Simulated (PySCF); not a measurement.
# One shape, several levels: AlH2Cl3O (SMILES [OH2+][Al-]([Cl])([Cl])[Cl])

Wanted: a comparison of 6 runs (MP2/STO-3G, MP2/3-21G, MP2/6-31G*, MP2/6-31+G*, MP2/6-311+G**, MP2/6-311++G(2d,2p)) of AlH2Cl3O. The job is set up through a Python script.

Program for the calculation: PySCF 2.14.0.

## Step 1: The structure to begin with

The species is AlH2Cl3O (7 atoms), meant as a singlet with charge 0. As SMILES, `[OH2+][Al-]([Cl])([Cl])[Cl]`. Geometry: relaxed at PBE0-D4/def2-TZVP.

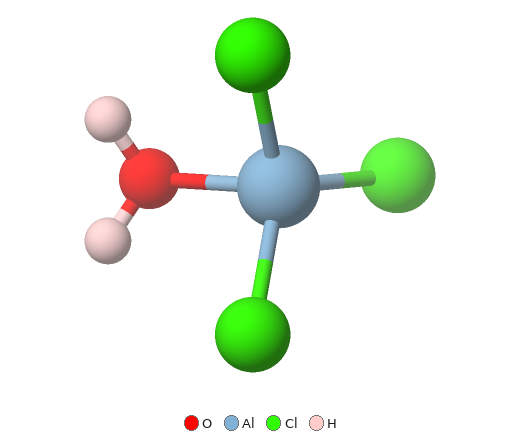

Viewed from a chosen angle; oxygen red, aluminium light blue, chlorine green, hydrogen pink.

## Step 2: A single-point energy at MP2/STO-3G (run 1)

Contents of calc.py:

```python
# [OH2+][Al-]([Cl])([Cl])[Cl]
from pyscf import gto, mp

system = gto.M(
    atom='''
O       -0.708500       0.516700       0.761100
Al       0.327400      -0.534100      -0.510400
Cl       2.096000      -0.665500       0.636000
Cl      -0.753000      -2.302600      -0.789600
Cl       0.297800       0.864000      -2.092800
H       -0.990600       1.359600       0.381100
H       -0.208000       0.693800       1.569000
''',
    verbose=3,
    charge=0,
    basis='sto-3g',
    max_memory=1860,
    spin=0,
)

calc0 = system.RHF()
calc0.conv_tol = 1e-10
calc0.kernel()
if not calc0.converged:
    calc0 = calc0.newton().run(calc0.mo_coeff, calc0.mo_occ)

pt = mp.MP2(calc0, frozen=21).run()
etot = pt.e_tot
print('E = %.10f Eh' % etot)
```

Started as:

```sh
$ OMP_NUM_THREADS=1 python calc.py
```

Log:

```text
converged SCF energy = -1678.07713455378
E(RMP2) = -1678.14979123058  E_corr = -0.0726566767954352
E(SCS-RMP2) = -1678.15544108848  E_corr = -0.0783065347025071
E = -1678.1497912306 Eh
```

Wall time 1.2 s (1 thread of Intel Xeon Platinum 8488C (Sapphire Rapids), shared host); peak memory 0.12 GiB.

## Step 3: The energy at MP2/3-21G (run 2)

Contents of geometry.xyz:

```xyz
7
AlCl3H2O
O     -0.708500     0.516700     0.761100
Al     0.327400    -0.534100    -0.510400
Cl     2.096000    -0.665500     0.636000
Cl    -0.753000    -2.302600    -0.789600
Cl     0.297800     0.864000    -2.092800
H     -0.990600     1.359600     0.381100
H     -0.208000     0.693800     1.569000
```

Contents of run.py:

```python
from pyscf import gto, scf, mp

mol = gto.M(
    atom='geometry.xyz',
    max_memory=1860,
    verbose=3,
    basis='3-21g',
)

mf = scf.RHF(mol)
mf.conv_tol = 1e-10
mf.kernel()
if not mf.converged:
    mf = mf.newton().run(mf.mo_coeff, mf.mo_occ)

pt = mp.MP2(mf, frozen=21).run()
energy = pt.e_tot
print('Final energy', energy)
```

Started as:

```sh
$ OMP_NUM_THREADS=1 python run.py
```

Log:

```text
converged SCF energy = -1688.36290967809
E(RMP2) = -1688.64627746833  E_corr = -0.283367790236582
E(SCS-RMP2) = -1688.64350118298  E_corr = -0.280591504886975
Final energy -1688.6462774683307
```

Wall time 1.2 s (1 thread of Intel Xeon Platinum 8488C (Sapphire Rapids), shared host); peak memory 0.14 GiB.

Runs 3 to 5 aren't shown in full; the table further down has their settings and results.

## Step 4: A single-point energy at MP2/6-311++G(2d,2p) (run 6)

Contents of input.xyz:

```xyz
7
AlCl3H2O
O     -0.708500     0.516700     0.761100
Al     0.327400    -0.534100    -0.510400
Cl     2.096000    -0.665500     0.636000
Cl    -0.753000    -2.302600    -0.789600
Cl     0.297800     0.864000    -2.092800
H     -0.990600     1.359600     0.381100
H     -0.208000     0.693800     1.569000
```

Contents of input.py:

```python
from pyscf import gto, mp

system = gto.M(
    atom='input.xyz',
    basis='6-311++g(2d,2p)',
    verbose=3,
    max_memory=1860,
)

myscf = system.RHF()
myscf.conv_tol = 1e-10
myscf.kernel()
if not myscf.converged:
    myscf = myscf.newton().run(myscf.mo_coeff, myscf.mo_occ)

pt = mp.MP2(myscf, frozen=21).run()
energy = pt.e_tot
print('E(%s) = %.9f' % ('MP2', energy))
```

Started as:

```sh
$ OMP_NUM_THREADS=1 python input.py
```

Log:

```text
converged SCF energy = -1696.78185083293
E(RMP2) = -1697.54479566116  E_corr = -0.762944828229057
E(SCS-RMP2) = -1697.51984991721  E_corr = -0.737999084272054
E(MP2) = -1697.544795661
```

It took 15 s on 1 thread of Intel Xeon Platinum 8488C (Sapphire Rapids), shared host; peak memory 1.6 GiB.

## Step 5: Overview of the runs

| run | level | energy (Eh) | dipole moment (D) of the reference | HOMO energy (eV) | LUMO energy (eV) | wall time |
| --- | --- | --- | --- | --- | --- | --- |
| 1 | MP2/STO-3G | -1678.149791 | 6.34 | -10.12 | 7.73 | 1.2 s |
| 2 | MP2/3-21G | -1688.646277 | 6.49 | -12.38 | 2.82 | 1.2 s |
| 3 | MP2/6-31G* (spherical functions) | -1697.244016 | 5.82 | -12.01 | 2.72 | 2.8 s |
| 4 | MP2/6-31+G* (spherical functions) | -1697.259273 | 5.71 | -12.05 | 0.61 | 3.9 s |
| 5 | MP2/6-311+G** | -1697.450443 | 5.66 | -12.05 | 0.55 | 6.9 s |
| 6 | MP2/6-311++G(2d,2p) | -1697.544796 | 5.42 | -11.99 | 0.43 | 15 s |

## Step 6: Outcome

| quantity | value |
| --- | --- |
| run 6: total energy | -1697.54480 Eh |
| run 6: dipole moment (Hartree–Fock density) | 5.42 D |
| run 6: HOMO energy (Hartree–Fock orbitals) | -11.99 eV |
| run 6: LUMO energy (Hartree–Fock orbitals) | 0.43 eV |
| run 6: HOMO–LUMO gap (Hartree–Fock orbitals) | 12.43 eV |
| run 6: correlation energy (21 core orbitals frozen) | -762.9 mEh |

What this shows: In run 1 the basis is minimal, so the values are rough. All runs together took 31 s, the longest 15 s.
